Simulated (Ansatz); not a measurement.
## What a change does: single-point calculation on C2H7AlN2O

System: C2H7AlN2O.
Method of run 1: RKS SPW92 (LDA)/def2-TZVPP (Ansatz 0.2.0).

The geometry comes from this level: PBE0-D4/def2-TZVP. Text and figures count atoms from 1; the logs count them from 0 in places.

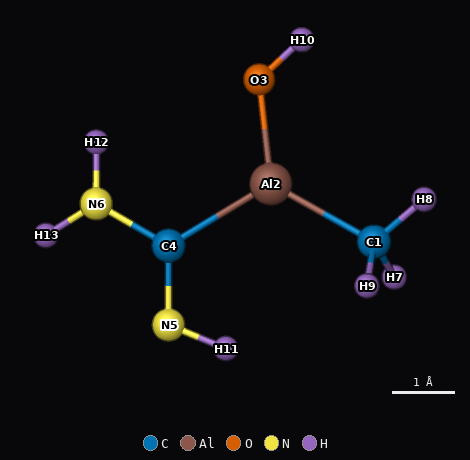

Fig. 1: The structure (ball-and-stick view, seen at a tilt; atoms are numbered from 1 in the order of the input). Sticks mark near contacts.

## Input, run 1
```yaml
crystal:
  periodic: [false, false, false]
  atoms:
    - {symbol: C, position_ang: [0.025475, -2.161637, 0.234873]}
    - {symbol: Al, position_ang: [0.550930, -0.337243, -0.187342]}
    - {symbol: O, position_ang: [2.019521, 0.116630, -0.913608]}
    - {symbol: C, position_ang: [-0.656204, 1.176313, 0.181537]}
    - {symbol: N, position_ang: [-1.840472, 0.988160, 0.647996]}
    - {symbol: N, position_ang: [-0.228903, 2.448588, -0.043517]}
    - {symbol: H, position_ang: [-0.846875, -2.465731, -0.352492]}
    - {symbol: H, position_ang: [0.823279, -2.881000, 0.034888]}
    - {symbol: H, position_ang: [-0.254291, -2.259878, 1.288287]}
    - {symbol: H, position_ang: [2.722495, -0.477080, -1.169859]}
    - {symbol: H, position_ang: [-2.022627, -0.000076, 0.798238]}
    - {symbol: H, position_ang: [0.619265, 2.614037, -0.551981]}
    - {symbol: H, position_ang: [-0.891292, 3.204217, 0.047681]}
basis:
  gaussian: {orbitals: def2-TZVPP}
hamiltonian: {xc: lda}
output: {orbitals: {seedname: orbitals}}
```

Hardware: 4 threads of Arm Neoverse V2, 23 GiB of memory available, shared host.

## Output (run 1)
```
Functional definition: SPW92
  exchange = slater_x
  correlation = pw_c
1503 factors; their error is unknown
mean field evaluation 1: about -13700.5877 eV, gradient 1.2e2 eV
mean field evaluation 2: about -13588.2862 eV, gradient 2.3e2 eV
mean field evaluation 4: about -13727.3768 eV, gradient 3.2e1 eV
mean field evaluation 8: about -13729.4390 eV, gradient 7.6e-1 eV
mean field evaluation 16: about -13729.4187 eV, gradient 1.8e-3 eV
mean field -13729.41871624 eV, -504.5468316875 hartree, gradient 8.3e-5 eV, S^2 0.000000; 0 other end points of the search recorded, 0 dependent functions left out
reference -13729.41876054 eV, -504.5468333155 hartree; 27, 27 occupied and 268, 268 virtual orbitals, 1503 factors
Total energy: -13729.41876054 eV, -504.5468333155 hartree
```

For run 2 the input was changed thus:
```diff
-hamiltonian: {xc: lda}
+hamiltonian: {xc: {name: CAM-B3LYP}, dispersion: d4}
```

What does this change do to the results?

The total energies belong to different models, so their difference says nothing on which is more stable or more accurate. The HOMO goes from −5.35 to −7.97 eV. The LUMO goes from −1.79 to 0.22 eV.

## Output (run 2)
```
Functional definition: CAM-B3LYP
  parameter alpha = 0.19
  parameter beta = 0.46
  parameter omega = 0.33/bohr
  parameter ac = 0.81
  exchange = (1 - alpha - beta)*b88_x + beta*b88_x_sr(omega) + alpha*exact_x + beta*exact_x_lr(omega)
  correlation = (1 - ac)*vwn5_c + ac*lyp_c
1522 factors; their error is unknown
405 factors; integrals over basis functions are off by at most 1.2e-5 eV
mean field evaluation 1: about -13798.8185 eV, gradient 9.1e1 eV
mean field evaluation 2: about -13791.7319 eV, gradient 1.1e2 eV
mean field evaluation 4: about -13814.1047 eV, gradient 4.5e0 eV
mean field evaluation 8: about -13814.1435 eV, gradient 1.6e-1 eV
mean field evaluation 16: about -13814.1543 eV, gradient 2.0e-4 eV
mean field -13814.15432390 eV, -507.6608078333 hartree, gradient 6.2e-5 eV, S^2 0.000000; 0 other end points of the search recorded, 0 dependent functions left out
reference -13814.15446819 eV, -507.6608131356 hartree; 27, 27 occupied and 268, 268 virtual orbitals, 1522 factors
Total energy: -13814.37557795 eV, -507.6689387696 hartree
```

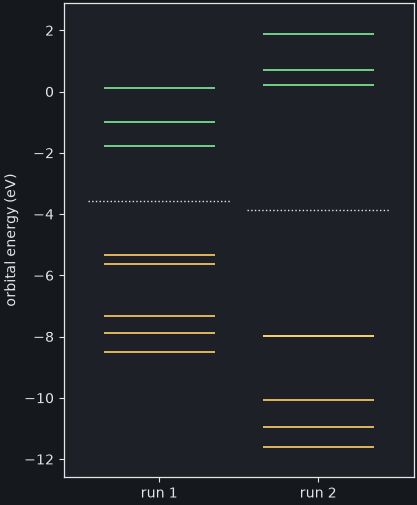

Fig. 2: The five highest filled and three lowest empty orbital energies of the two runs; the dotted lines part filled from empty levels. The HOMO–LUMO gap is 3.57 eV in run 1 and 8.19 eV in run 2.

## The two runs side by side

```csv
quantity,run 1,run 2
outcome,converged,converged
total energy (hartree),−504.546833,−507.668939
HOMO (eV),−5.35,−7.97
LUMO (eV),−1.79,0.22
basis functions,295,295
wall time (shared host),1.7 s,4.8 s
```
